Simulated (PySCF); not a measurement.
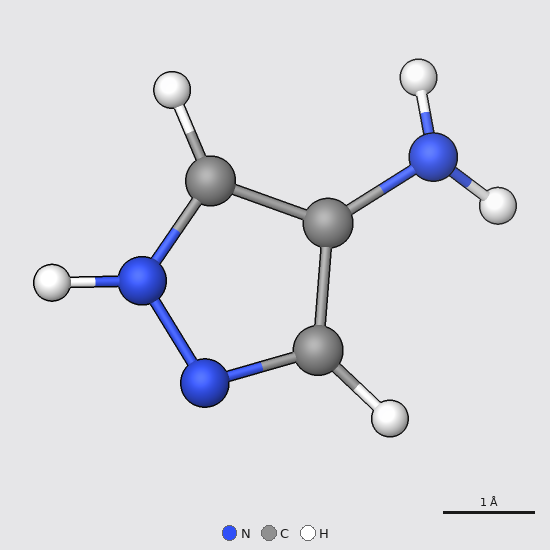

Ball-and-stick drawing of a structure.

The geometry was computed by an optimisation with PBE0-D3(BJ)/def2-SVP. No frequency run is at hand to confirm it as a minimum.

Which formula does it have?

Answer. C₃H₅N₃, 11 atoms: 3 carbon, 5 hydrogen and 3 nitrogen.

What is its SMILES?

Answer. Nc1cn[nH]c1

More results for the same structure follow; atom numbers are the same in all pictures, views and colours differ.

Geometry

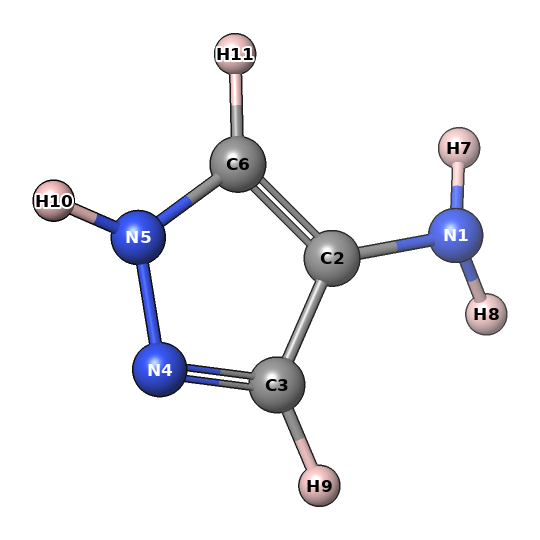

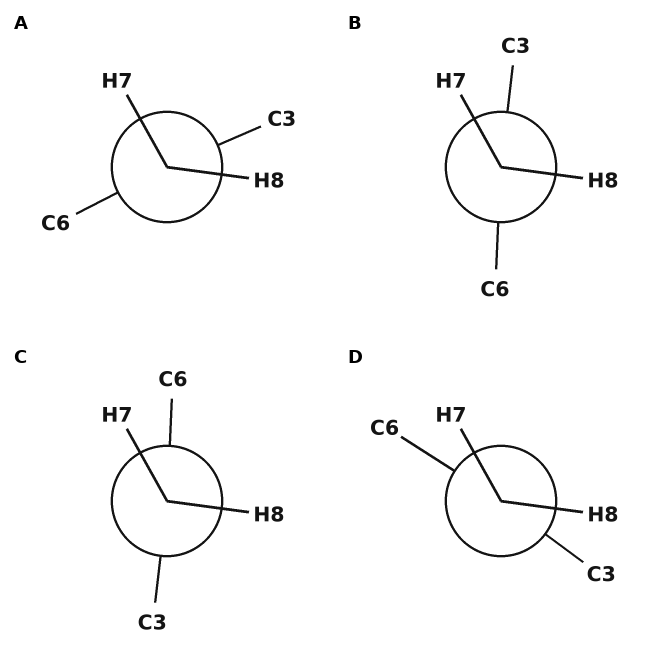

Distant atoms are faded towards the background colour. Bonds that would overlap in a projection are set slightly apart. No frequency run is at hand to confirm it as a minimum.

Which Newman projection shows the view along N1–C2, with N1 in front?

Answer. D. The torsion angle H7–N1–C2–C3 is 156°, antiperiplanar (anti).

Dipole moment

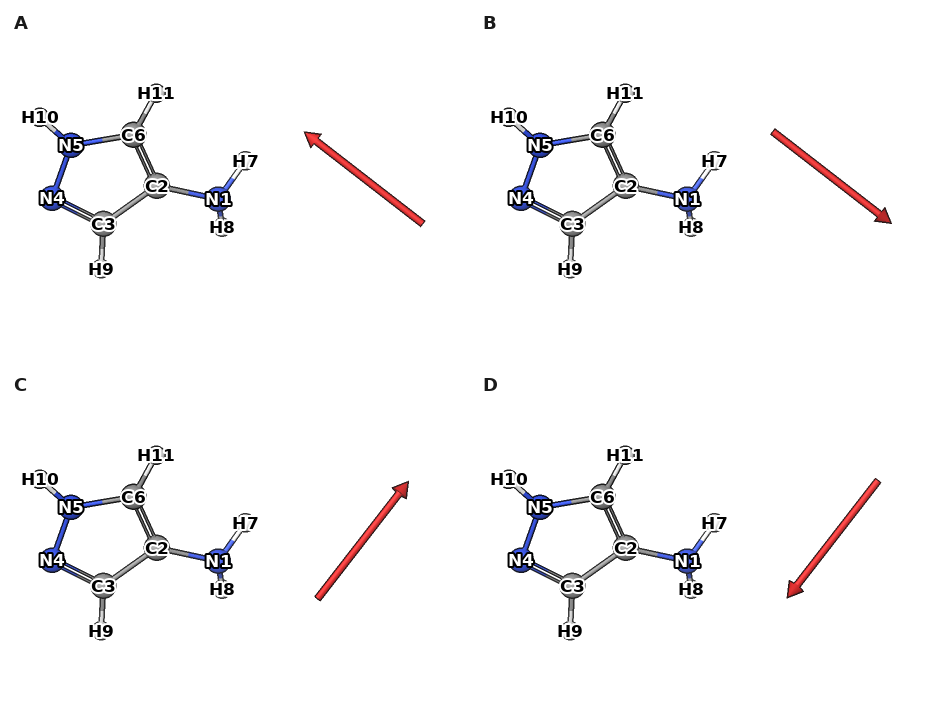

The same molecule four times, each with an arrow. No frequency run is at hand to confirm it as a minimum. Level of theory: B3LYP/pcSseg-2, gas phase (PySCF 2.14.0).

Which arrow points along the dipole moment, from the negative to the positive end?

Answer. C. The dipole moment is 2.73 D; it points from the side of H9 to the side of H7 (the outermost atoms at the two ends).

Excitation

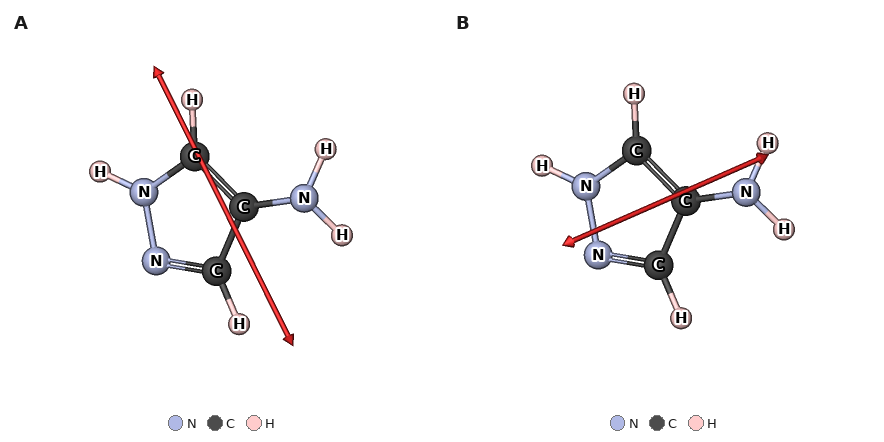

The double arrows show the directions of two transition dipoles from the ground state (lengths mean nothing). No frequency run is at hand to confirm it as a minimum. Level of theory: TDDFT PBE0/def2-SVPD, vertical, gas phase, core orbitals frozen in the response (PySCF 2.14.0).

One belongs to singlet state 2 and one to singlet state 9. Which is which?

Answer. A: state 2, 5.59 eV (222 nm), oscillator strength 0.066, mainly HOMO → LUMO (weight 0.88).
B: state 9, 7.15 eV (173 nm), oscillator strength 0.023, mainly HOMO → LUMO+5 (weight 0.80).

Spin–spin coupling

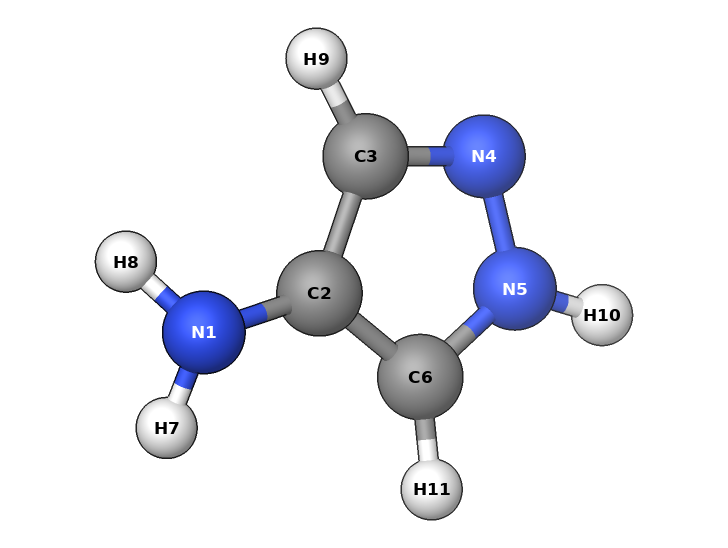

No frequency run is at hand to confirm it as a minimum. Level of theory: B3LYP/pcJ-1 indirect spin-spin coupling, non-relativistic, gas phase (PySCF 2.14.0). Isotopes: 13C, 1H, 15N.

Give the spin–spin coupling constants of these pairs, with the number of bonds between them: N1/C2, N4/N5, N5/C6, N1/C3, N1/C6, C2/N4, N5/H11, N1/N5, N5/H9.

```json
{"pair": "N1, C2", "bonds apart": "1", "J (Hz)": "−13.6"}
{"pair": "N4, N5", "bonds apart": "1", "J (Hz)": "−12.4"}
{"pair": "N5, C6", "bonds apart": "1", "J (Hz)": "−16.2"}
{"pair": "N1, C3", "bonds apart": "2", "J (Hz)": "−3.1"}
{"pair": "N1, C6", "bonds apart": "2", "J (Hz)": "−4.6"}
{"pair": "C2, N4", "bonds apart": "2", "J (Hz)": "2.5"}
{"pair": "N5, H11", "bonds apart": "2", "J (Hz)": "−5.3"}
{"pair": "N1, N5", "bonds apart": "3", "J (Hz)": "1.1"}
{"pair": "N5, H9", "bonds apart": "3", "J (Hz)": "−10.0"}
```
